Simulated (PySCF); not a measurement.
# C₄H₄S, SMILES `c1ccsc1`: electronic structure

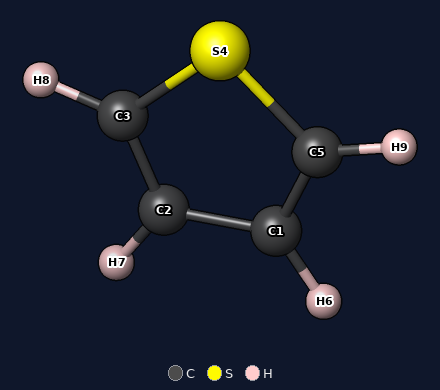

The molecule, with its atoms numbered as below. No frequency check shows the geometry to be a minimum.

Coordinates in Å:

```
C1       1.2655    0.7073    0.0000
C2       1.2656   -0.7072    0.0000
C3       0.0126   -1.2258    0.0000
S4      -1.1929   -0.0000    0.0000
C5       0.0125    1.2258    0.0000
H6       2.1593    1.3051    0.0000
H7       2.1594   -1.3049    0.0000
H8      -0.2847   -2.2555    0.0000
H9      -0.2849    2.2554    0.0000
```

Part 1: Excited states

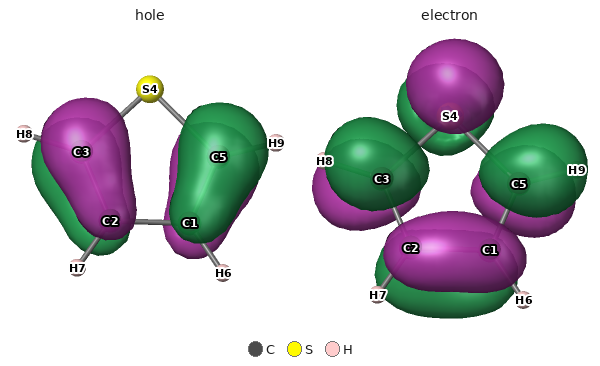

Leading natural transition orbital pair of S₁ (full linear response singlet states); the surfaces enclose about 70 % of each orbital's density.

Level of theory: ωB97X/6-31+G* (PySCF), at a geometry from GFN2-xTB.

**Give its energy and the atoms that hole and electron lie on.**

6.01 eV (206 nm), f = 0.106 (bright); the leading pair carries 95 %; hole on C3 and C5 (28 % each), C1 and C2 (14 % each) and S4 (9 %), electron on S4 (23 %), C3 and C5 (21 % each) and C1 and C2 (13 % each); their centroids lie 0.2 Å apart. In canonical orbitals it is mainly HOMO → LUMO (95 %). The HOMO–LUMO gap is 10.80 eV.

Part 2: Magnetic shielding

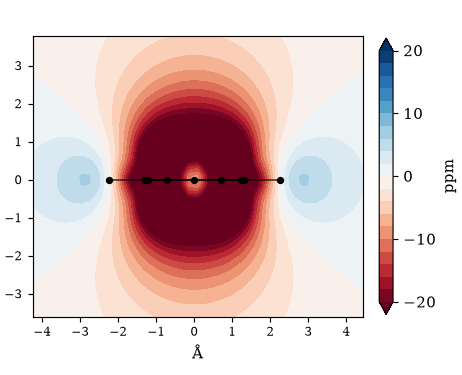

NICSzz (the component normal to the ring) in a plane perpendicular to the 5-membered ring C1/C2/C3/S4/C5; GIAO shieldings; atoms are projected onto the map; negative values mean shielding.

Level of theory: PBE/cc-pVDZ (PySCF), at a geometry from GFN2-xTB.

**Is the ring aromatic by this magnetic criterion?**

It is strongly diatropic (aromatic): NICS(0) = −13.3, NICS(1) = −11.4, NICS(1)zz = −28.9 ppm.

Part 3: Stretching a bond

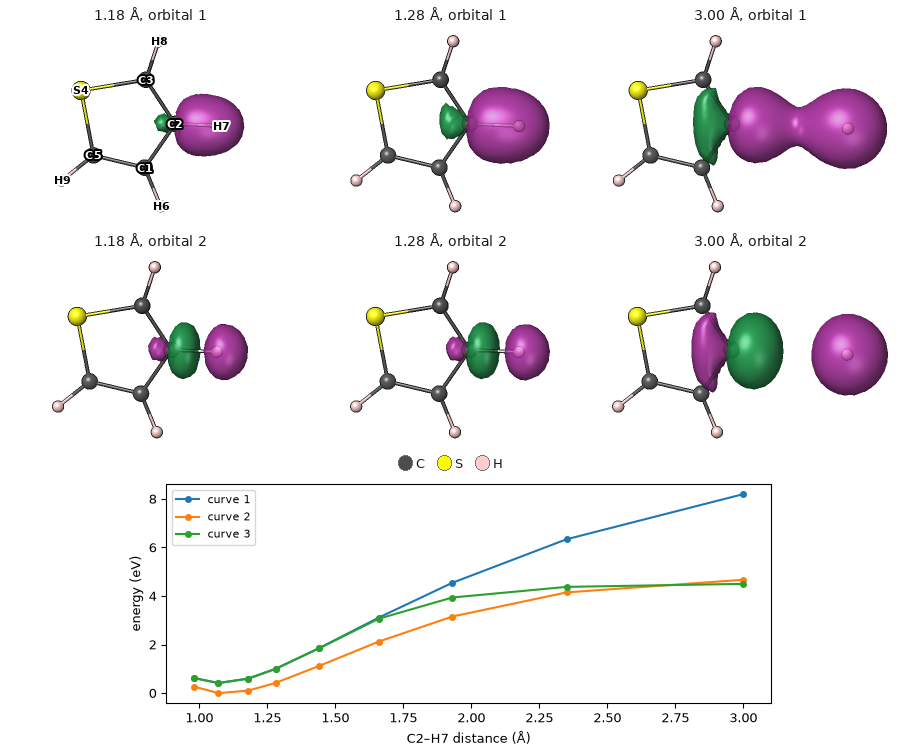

Rigid stretch of the C2–H7 bond. The two CASSCF(2,2) natural orbitals nearest half filling (orbital 1 the more occupied). Below: energies along the scan, from the lowest point of the three curves.

PySCF calculation, 6-31+G* basis, gas phase; geometry: GFN2-xTB.

**How do the occupations change along the stretch?**

1.18 Å: 1.98 and 0.02; 1.28 Å: 1.97 and 0.03; 3.00 Å: 1.28 and 0.72. At the longest distance computed (3.00 Å) they are 1.28 and 0.72, and the effective number of unpaired electrons is 1.7.

UHF's ⟨S²⟩ passes 1 along the scan (up to 1.35), so it also polarises electrons outside the stretched bond; its energy lowering isn't due to that bond alone.

**Which curve is which method?**

Curve 1 is RHF. Curve 2 is CASSCF(2,2). Curve 3 is UHF. RHF rises too steeply because it keeps both electrons in one orbital and so mixes in ionic fragments.

UHF already breaks spin symmetry near equilibrium here (⟨S²⟩ = 0.09 at 1.07 Å), for reasons apart from this bond.

**How much energy does the stretch cost?**

By CASSCF, 4.7 eV from the lowest point of the scan (1.07 Å) to 3.00 Å; RHF gives 7.8 eV from its own lowest point. The fragments aren't relaxed and dynamic correlation is missing, so this isn't a bond dissociation energy.
